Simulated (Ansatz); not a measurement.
Molecular dynamics of CaH20Cl2O10 (part 2 of 4)

The same run, continued: CaH20Cl2O10 (disordered cell, 33 atoms in the cell); DFT PBE-D3(BJ), scalar-relativistic, plane waves, PAW, no spin polarisation (Ansatz 0.2.0); cutoff 420 eV, 1×1×1 k-mesh, Fermi–Dirac smearing of 0.02 eV. It belongs to a series of runs on one base structure; here: dynamics from the start.

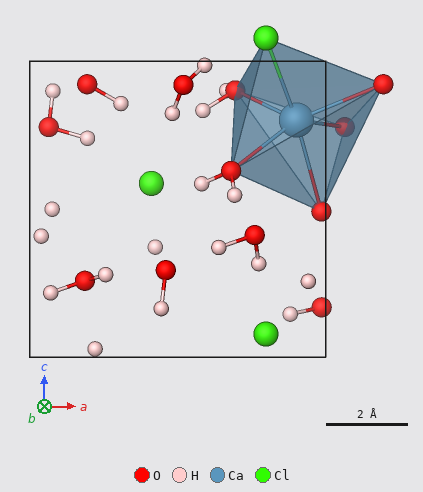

**Figure 1.** The geometry at step 64 of the log (polyhedral view of the cell of the calculation, along the b axis; polyhedra are completed across the faces of the cell).

**Output, continued**
```
--- Forces (eV/Å), atoms counted from 1 ---
  atom   1  O      0.23335267    -0.75308516     0.55231886
  atom   2  H     -0.31845251     0.31640376    -0.10796441
  atom   3  H     -0.06368363     0.48155982    -0.35330300
  atom   4  O     -0.78041523     0.17784057     2.28393896
  atom   5  H      0.35157519    -0.40626913    -1.47692433
  atom   6  H      0.38341344     0.30345583    -0.57010777
  atom   7  O     -1.03224587     0.90683490     2.54860498
  atom   8  H      1.30227827     0.06918761    -0.58238594
  atom   9  H     -0.20282149    -1.09691200    -1.79583909
  atom  10  O      0.55812721    -1.64881131    -0.35256186
  atom  11  H     -0.01190152     1.48766366     0.33918017
  atom  12  H      0.11840990    -0.03053124     0.22350406
  atom  13  O     -1.57238342    -0.76271383     0.37967715
  atom  14  H      1.38298220     0.19484825     0.23105300
  atom  15  H      0.21872000     0.60508849    -0.71842500
  atom  16  O     -1.26378107    -0.48411990     0.44930716
  atom  17  H      1.67320536    -0.03699420     0.14694545
  atom  18  H     -0.11164908     0.70334212    -0.52466370
  atom  19  O      1.74740549     0.69855242     0.60934394
  atom  20  H     -0.19660398    -0.64011956    -0.47164861
  atom  21  H     -1.16554146     0.05513603     0.03086051
  atom  22  O     -0.49224055    -0.60520909     1.53863999
  atom  23  H      0.63545566     0.37094774    -0.13101904
  atom  24  H     -0.04530934    -0.10238525    -1.40943167
  atom  25  O      0.62380263    -1.11632282    -0.43737359
  atom  26  H     -0.17838627     0.68276129    -0.10405902
  atom  27  H     -0.55661515     0.46940145     0.32235040
  atom  28  O     -0.68915208     0.35671530    -0.25232939
  atom  29  H      0.57730456    -0.24775729     0.55458133
  atom  30  H      0.14132959    -0.16083518    -0.30638055
  atom  31  Ca    -0.71745105     0.47061266    -0.47278854
  atom  32  Cl    -0.43361086    -0.04022254    -0.58048402
  atom  33  Cl    -0.11510781    -0.21805355     0.43740129
  max |Σ_I F_I| component: 1.77e-5 eV/Å
--- MD trajectory: 300 steps, t = 0.0 → 150.0 fs ---
  final state: T = 260.2 K   F+E_penalty+E_count = -9980.50639844 eV   E_kin = 1.109945 eV
```

**Trajectory as extended XYZ (Å, eV, eV/Å), 15 of the 301 frames kept, from step=0 to step=300**
```
33
Lattice="7.3840 0.0000 0.0000 0.0000 7.3840 0.0000 0.0000 0.0000 7.3840" Properties=species:S:1:pos:R:3:forces:R:3 step=0 time_fs=0.0 energy=-9980.65677 temperature=242.4
O     3.6809    0.8715    6.8444    0.0162  -0.0078  -0.4430
H     4.2893    1.6404    7.0030    0.0090  -0.0132  -0.0050
H     3.4819    0.8782    5.8823    0.0781   0.0783   0.4991
O     3.2042    7.8934    2.2438   -0.0361  -0.2809  -0.1872
H     3.1848    7.6046    1.3037    0.0630   0.1809   0.1853
H     3.0360    7.0797    2.7825    0.0089   0.1212   0.0096
O     0.5129    6.6306    5.7303    0.1355   0.0725   0.1642
H     1.4619    6.4583    5.5013   -0.1012  -0.0184  -0.0373
H     0.5282    7.1443    6.5641   -0.0890  -0.0619   0.0107
O     5.0860    5.9560   -0.7358   -0.1034  -0.0265  -0.0556
H     4.8091    6.8915   -0.5467    0.0434  -0.0094  -0.0270
H     4.3839    5.7348   -1.4146    0.0229  -0.0271   0.0443
O     5.8382    1.0846    3.0920   -0.1570   0.2476  -0.3409
H     4.9240    0.8385    2.7548    0.3566   0.1607   0.0688
H     6.1402    1.7735    2.4374   -0.4469  -0.3775   0.1720
O     1.2322    2.5853    1.7944   -0.1625  -0.1083  -0.1697
H     0.4224    2.2406    1.3342    0.3650   0.1643   0.1966
H     1.8189    1.8108    1.9697   -0.0236   0.1087   0.0370
O    -0.1628    4.9529    3.6477    0.2449   0.0914  -0.1226
H     0.4213    4.5041    3.0006   -0.1578   0.0343   0.1568
H     0.1766    5.8697    3.7237   -0.0456  -0.3224  -0.1800
O     1.4392    3.9345   -0.5527    0.0097  -0.1262   0.1071
H     2.2820    4.2549   -0.9133    0.0574   0.0160  -0.0616
H     1.6031    3.4741    0.3190   -0.0305   0.0192  -0.1017
O     7.3260    6.8851    1.1417   -0.3752   0.0076   0.2541
H     6.5554    6.4084    0.7743    0.1504   0.0297   0.1050
H     6.9168    7.3181    1.9340    0.1528  -0.0196  -0.2813
O     5.0844    3.1436    4.7536   -0.0430   0.0277   0.0326
H     4.4854    3.7044    4.2193   -0.0101  -0.0241   0.0324
H     5.3426    2.3676    4.1875    0.0147  -0.0106  -0.0269
Ca    6.7352    4.4471    5.9257    0.0339   0.0456  -0.0677
Cl    3.0832    5.6138    4.4368   -0.0158   0.0018  -0.0427
Cl    5.8626    2.7759    0.4745    0.0355   0.0263   0.0742
33
Lattice="7.3840 0.0000 0.0000 0.0000 7.3840 0.0000 0.0000 0.0000 7.3840" Properties=species:S:1:pos:R:3:forces:R:3 step=21 time_fs=10.5 energy=-9980.19167 temperature=227.0
O     3.6808    0.9005    6.8248    0.1973  -0.3552  -0.3367
H     4.4153    1.4918    7.1165    0.0358   0.5259   0.0668
H     3.5954    1.0702    5.8668   -0.0516   0.0371   0.2536
O     3.2630    7.8530    2.1909    0.2395   0.1291   0.4975
H     3.2013    7.5470    1.2758   -0.0616  -0.2724  -0.3473
H     3.3097    7.0736    2.7992   -0.3786  -0.0604  -0.2240
O     0.4941    6.6082    5.7390    0.9262  -0.2204  -0.2230
H     1.4433    6.4060    5.4245   -0.8892   0.2348   0.3843
H     0.5782    7.0429    6.6100    0.0645   0.0860   0.0264
O     5.1327    5.9497   -0.6945   -0.1067   0.4552  -0.0437
H     4.8909    6.9168   -0.6339   -0.1053  -0.2939   0.0362
H     4.4827    5.6876   -1.3971   -0.4634  -0.0159  -0.0510
O     5.7496    1.1121    3.1135    0.2559  -0.3380  -0.5843
H     4.9866    0.8013    2.5481   -0.3465   0.1882   0.6998
H     6.2178    1.6116    2.4093   -0.0027   0.4220   0.2005
O     1.2901    2.5689    1.8184   -1.9451   1.6772  -0.7029
H     0.4162    2.2816    1.4014    1.0775   0.1888   0.3450
H     1.8363    1.8217    1.9941    1.0188  -1.6337   0.3022
O    -0.1451    5.0314    3.6341    0.3310  -0.5049  -0.6127
H     0.4154    4.6240    2.9263   -0.4386   0.0744   0.5623
H     0.1656    5.9485    3.6817    0.0579   0.1089   0.0402
O     1.4271    3.9134   -0.5553    1.1608   0.5692  -0.9641
H     2.2471    4.2376   -1.0577   -1.2035  -0.5565   0.8959
H     1.6806    3.4771    0.3014   -0.0141  -0.0506  -0.1117
O     7.3055    6.9087    1.1502   -0.9378  -0.7797  -0.6740
H     6.5097    6.4334    0.7464    1.0774   0.7648   0.9397
H     6.9900    7.2489    2.0138   -0.2105  -0.0819  -0.2566
O     5.0434    3.1998    4.7490   -0.0479  -0.0416  -0.1936
H     4.4461    3.7273    4.1754    0.0144   0.0680   0.2136
H     5.3164    2.4300    4.1822   -0.0014  -0.1458  -0.0922
Ca    6.6986    4.4576    5.9261    0.4956  -0.2531  -0.1425
Cl    3.0704    5.5836    4.4099    0.1228   0.0462   0.1215
Cl    5.8695    2.7712    0.5173    0.1292   0.0284  -0.0249
33
Lattice="7.3840 0.0000 0.0000 0.0000 7.3840 0.0000 0.0000 0.0000 7.3840" Properties=species:S:1:pos:R:3:forces:R:3 step=43 time_fs=21.5 energy=-9980.23693 temperature=226.6
O     3.7444    0.9561    6.8055   -0.4999  -0.9356  -0.4083
H     4.3858    1.5676    7.1877    0.7867   0.8761   0.5518
H     3.5955    1.3286    5.9239   -0.0650  -0.0564  -0.1870
O     3.3412    7.7990    2.1697   -0.4520  -0.4914  -0.2316
H     3.2459    7.4261    1.2643    0.0988   0.3812   0.2675
H     3.2479    7.0228    2.7767   -0.1324  -0.0222   0.0720
O     0.4801    6.6111    5.7397    0.4391  -0.4104  -0.5117
H     1.4034    6.4119    5.3936   -0.4769   0.1539   0.4656
H     0.5645    6.8412    6.6755    0.2026   0.4647   0.4953
O     5.1490    5.9216   -0.6863   -0.7134   1.0776  -0.0090
H     4.9252    6.9109   -0.6577    0.0707  -0.7298  -0.1297
H     4.4095    5.6186   -1.2765   -0.2048   0.1653   0.0549
O     5.6766    1.1670    3.0859    0.1564  -0.0790   0.5764
H     4.7789    0.9126    2.7218    0.2210  -0.0353  -0.1802
H     6.0155    1.7947    2.4184   -0.1633   0.1732  -0.3613
O     1.3457    2.5815    1.8668   -1.3647   2.1690  -0.5824
H     0.4794    2.2995    1.5040   -0.0154   0.0331  -0.0710
H     1.8070    1.8024    2.0840    1.4480  -2.0579   0.5205
O    -0.1242    5.0861    3.6262   -0.4761  -1.0797  -0.0721
H     0.3692    4.5629    2.9628   -0.0310   0.1465   0.1509
H     0.3122    5.9349    3.6958    0.3836   0.4822  -0.1608
O     1.4212    3.8988   -0.5704    0.4008   0.7860  -1.4490
H     2.2590    4.1463   -1.0392   -0.7024  -0.1741   0.3463
H     1.6411    3.3980    0.2236    0.2556  -0.5821   0.9808
O     7.2875    6.9448    1.1874   -2.0966  -1.4176  -0.5480
H     6.4413    6.4094    0.9144    1.9668   1.1184   0.5943
H     6.9361    7.3545    2.0083    0.0343   0.1900  -0.0502
O     5.0346    3.2388    4.6942   -0.2737   0.6984   0.5554
H     4.3985    3.9027    4.3141    0.1640  -0.4984  -0.1186
H     5.1923    2.4844    4.0765    0.0823  -0.2684  -0.3308
Ca    6.6629    4.4521    5.9168    0.6922  -0.3721  -0.3676
Cl    3.0550    5.5680    4.3643    0.0909   0.0028   0.2162
Cl    5.8874    2.7784    0.5474    0.1738   0.2918  -0.0784
33
Lattice="7.3840 0.0000 0.0000 0.0000 7.3840 0.0000 0.0000 0.0000 7.3840" Properties=species:S:1:pos:R:3:forces:R:3 step=64 time_fs=32.0 energy=-9980.19487 temperature=239.4
O     3.8354    0.9797    6.7902   -0.8665  -0.9222  -0.3585
H     4.3652    1.6081    7.2784    1.2855   0.8551   1.0824
H     3.5615    1.5703    6.0809   -0.2938  -0.1419  -0.7871
O     3.3962    7.7111    2.1696   -0.6980   0.2470  -0.1481
H     3.2828    7.5336    1.2112   -0.0054  -0.2282   0.3593
H     3.1341    6.9476    2.7444    0.0479  -0.1582  -0.3485
O     0.4773    6.5903    5.7388    1.2334  -0.3857  -0.7875
H     1.4438    6.4572    5.4592   -0.9744  -0.0635   0.0493
H     0.5803    6.8943    6.6382   -0.2403   0.6203   1.3008
O     5.1311    5.9492   -0.7300   -1.1034   1.0344  -0.1653
H     4.9144    6.9443   -0.7351    0.3654  -0.8439  -0.0469
H     4.3226    5.6470   -1.2320    0.2411   0.0828   0.0931
O     5.6144    1.2435    3.0449   -0.5025  -0.0958   0.1366
H     4.7185    0.8599    2.7357    0.6846  -0.1148   0.2670
H     5.7139    1.9133    2.3328    0.3019   0.1729  -0.1848
O     1.3784    2.5994    1.9045    0.8044   1.5188   0.1737
H     0.5258    2.3186    1.6041   -1.4470  -0.4953  -0.5114
H     1.8962    1.8129    2.0581    0.7134  -0.9831   0.2537
O    -0.1075    5.1123    3.6347    0.1345   0.2246   0.3940
H     0.2896    4.4854    3.0188    0.1780  -0.3656  -0.3508
H     0.5624    5.8329    3.6901   -0.4578  -0.4697  -0.1511
O     1.4371    3.9032   -0.5773    0.1051   0.5045  -1.2327
H     2.2784    4.0409   -1.0586   -0.3477   0.1496   0.0220
H     1.6335    3.3822    0.2061    0.1482  -0.6109   1.1726
O     7.2845    6.9145    1.2428   -0.7573  -0.4232  -0.2272
H     6.5005    6.3110    1.0733    0.9351   0.9864   0.5241
H     6.9517    7.5898    1.8897   -0.2319  -0.6182  -0.2987
O     5.0269    3.2586    4.6452   -0.2743   0.3990   0.6468
H     4.2913    3.8314    4.3258    0.1090   0.0277  -0.1260
H     5.1124    2.4761    4.0408    0.3217  -0.4132  -0.1800
Ca    6.6545    4.4431    5.9154    0.4775  -0.0498  -0.5449
Cl    3.0370    5.5426    4.3331   -0.0851   0.0350   0.2392
Cl    5.8950    2.7880    0.5756    0.1987   0.5253  -0.2652
33
Lattice="7.3840 0.0000 0.0000 0.0000 7.3840 0.0000 0.0000 0.0000 7.3840" Properties=species:S:1:pos:R:3:forces:R:3 step=86 time_fs=43.0 energy=-9980.09587 temperature=236.6
O     3.9052    0.9812    6.7702   -1.1457  -1.4351  -0.4469
H     4.4609    1.5505    7.2973    1.0047   1.2645   0.5740
H     3.5348    1.5336    6.0724    0.0600   0.1614  -0.2522
O     3.3710    7.6534    2.1839   -0.7374  -0.8978   0.4925
H     3.2933    7.6033    1.2237    0.0001  -0.1139  -0.7210
H     3.0656    6.7632    2.5435    0.2810   0.8534  -0.0888
O     0.4757    6.5766    5.7635    0.2494  -0.1016  -0.0525
H     1.4329    6.3820    5.5006   -0.8039   0.5006   0.6189
H     0.3798    7.1191    6.5788    0.5713  -0.4185  -0.1761
O     5.0863    5.9752   -0.7883   -0.0632   0.2399   0.1220
H     4.9882    6.9626   -0.8236    0.1356  -0.1820   0.0535
H     4.2300    5.7493   -1.2039   -0.2206  -0.2866  -0.2859
O     5.5491    1.3472    3.0185    0.7322  -0.8938   0.7455
H     4.9164    0.6222    2.7583   -0.2212   0.7571   0.1041
H     5.6064    1.9565    2.2506   -0.2110  -0.0177  -0.2099
O     1.4121    2.5897    1.9568    1.5738  -0.0879   0.2772
H     0.5781    2.2079    1.7012   -1.0437  -0.4471  -0.3466
H     2.0266    1.8105    2.0916   -0.4800   0.6060   0.0375
O    -0.1070    5.0937    3.6528    0.2287  -0.0658  -0.0919
H     0.1578    4.3147    3.1355    0.1839  -0.0489  -0.2657
H     0.6419    5.7326    3.5374   -0.4962  -0.5580   0.1203
O     1.4532    3.8801   -0.5792   -1.4051   0.4181  -0.8202
H     2.2190    3.9557   -1.1452    0.8346   0.1328  -0.2349
H     1.6286    3.4735    0.2728    0.5018  -0.6359   1.0200
O     7.2866    6.8625    1.2738    0.0899   1.6688   0.1880
H     6.6463    6.1754    1.4025   -0.6452  -1.2916   0.0463
H     6.7886    7.5894    1.7401    0.6324  -0.2373  -0.1848
O     5.0208    3.2929    4.6433   -0.1511   0.8371   0.9357
H     4.2824    3.8014    4.2281    0.2350  -0.0483   0.0565
H     5.1883    2.4684    4.1447   -0.0426  -0.7713  -0.7471
Ca    6.6625    4.4187    5.9032    0.1854   0.5276  -0.1544
Cl    3.0006    5.5156    4.3279   -0.2110  -0.0694   0.1296
Cl    5.8845    2.7912    0.5955    0.3780   0.6414  -0.4428
33
Lattice="7.3840 0.0000 0.0000 0.0000 7.3840 0.0000 0.0000 0.0000 7.3840" Properties=species:S:1:pos:R:3:forces:R:3 step=107 time_fs=53.5 energy=-9980.09044 temperature=255.1
O     3.9548    0.9629    6.7674   -0.6799   0.7389  -1.2733
H     4.5999    1.6598    7.0265    0.3369   0.1976   0.5123
H     3.5821    1.4018    5.9533    0.1597  -0.7672   0.7567
O     3.3502    7.6307    2.1801   -0.6509  -0.7806  -0.4996
H     3.4552    7.6293    1.1908   -0.1899  -0.1225   0.5763
H     2.9860    6.7345    2.4779    0.5781   1.0602  -0.2237
O     0.4845    6.5808    5.8213    0.5513   1.0450   1.6519
H     1.4766    6.4449    5.7844   -0.8704   0.0565  -0.2811
H     0.3493    7.1477    6.6571    0.1340  -1.1851  -1.1068
O     5.0244    5.9542   -0.7976    0.5939  -0.8185   0.1470
H     5.1034    6.9219   -0.8442   -0.2242   0.3213   0.0508
H     4.1838    5.7933   -1.2654   -0.3058  -0.0350  -0.3760
O     5.5353    1.4160    3.0248   -0.6281  -0.8341  -0.0591
H     4.7460    0.7997    2.8812    0.3257   0.1348   0.2797
H     5.4110    1.9697    2.2104    0.4260   0.1320   0.1489
O     1.4747    2.5831    1.9833    0.3455  -0.5362   0.1664
H     0.6140    2.2104    1.7029    0.1519   0.0118   0.0225
H     2.0400    1.7934    2.2294   -0.5051   0.5355  -0.2829
O    -0.1229    5.0503    3.6554    0.5661  -0.5148  -0.5260
H     0.1323    4.1947    3.2397    0.0348   0.3122  -0.1340
H     0.6947    5.6054    3.5245   -0.4943  -0.4425   0.4019
O     1.4234    3.8576   -0.5706   -0.7592   0.6243  -1.4382
H     2.1546    4.0104   -1.1828    0.4020   0.2928  -0.4088
H     1.7807    3.4190    0.1869    0.3732  -0.9394   1.7112
O     7.2508    6.8346    1.3141    0.5316   2.9604  -0.7808
H     6.9153    6.0268    1.6267   -0.9806  -1.8916   0.9443
H     6.6849    7.5471    1.7252    0.4463  -0.8232  -0.0962
O     5.0534    3.2871    4.6938   -0.4501   0.7148   0.2504
H     4.5140    3.8429    4.0943   -0.3029   0.5976   0.4628
H     5.1652    2.5076    4.1110    0.6408  -1.3134  -0.4839
Ca    6.6600    4.3924    5.8977    0.1989   0.8148   0.3182
Cl    2.9409    5.4976    4.3317   -0.1043  -0.0896   0.0814
Cl    5.8972    2.8224    0.6039    0.3488   0.5432  -0.5122
33
Lattice="7.3840 0.0000 0.0000 0.0000 7.3840 0.0000 0.0000 0.0000 7.3840" Properties=species:S:1:pos:R:3:forces:R:3 step=129 time_fs=64.5 energy=-9980.20074 temperature=267.0
O     4.0234    0.9935    6.7640   -1.0879  -0.8291  -0.9595
H     4.6198    1.7524    6.8975    0.1886   0.6495  -0.1182
H     3.5257    1.0754    5.9056    0.7353   0.2911   1.0515
O     3.3108    7.6409    2.1561   -0.7252  -0.9006   0.1565
H     3.5624    7.6126    1.1953   -0.3219  -0.2440   0.5861
H     2.9949    6.7362    2.5037    0.6290   1.3056  -0.7327
O     0.4822    6.5911    5.8910   -1.3476   0.1156   0.4625
H     1.4452    6.5419    5.7781    0.2173   0.0708   0.3352
H     0.1899    6.9265    6.7843    0.8894  -0.2028  -0.3617
O     4.9687    5.9266   -0.7735    0.5525  -0.6043  -0.2490
H     5.0712    6.8926   -0.8460    0.0300   0.5817   0.4818
H     4.2413    5.8318   -1.4134   -0.6405  -0.3975  -0.3421
O     5.5048    1.4100    3.0292    0.9251   0.1068   0.5874
H     4.6489    0.9532    3.1618   -0.2308  -0.1224  -0.8511
H     5.4502    2.0024    2.2246   -0.2514  -0.4671   0.1230
O     1.5352    2.5938    1.9990   -0.3184  -0.7032  -0.0183
H     0.6741    2.2452    1.6664    0.2507   0.1770   0.1197
H     2.0314    1.7550    2.2339   -0.0956   0.5574  -0.3345
O    -0.1304    4.9862    3.6109    0.4117  -0.4086  -0.1413
H     0.2025    4.1573    3.2042   -0.0318   0.0375  -0.2055
H     0.7152    5.4818    3.7457   -0.0662  -0.0682   0.0566
O     1.3800    3.8272   -0.5791   -0.8056  -0.3630   0.4403
H     2.1264    4.0971   -1.1121    0.8954   0.2269  -0.2853
H     1.6655    3.4280    0.2830    0.0993   0.0334  -0.2220
O     7.1806    6.8521    1.3557   -0.1086   0.7461  -0.2233
H     7.0809    6.0443    1.8635    0.0565  -0.8680   0.2742
H     6.6470    7.4542    1.9163   -0.0417   0.3127  -0.1947
O     5.0890    3.2306    4.7291   -0.0394   1.3083   2.0202
H     4.5426    3.9976    4.4436   -0.3268  -0.6512  -0.7864
H     5.3539    2.5390    4.0874   -0.2494  -0.5610  -1.3353
Ca    6.6506    4.3904    5.8969    0.4218   0.6327   0.5291
Cl    2.8683    5.4881    4.3299    0.1382  -0.0287   0.1865
Cl    5.9304    2.8859    0.5907    0.2481   0.2665  -0.0499
```
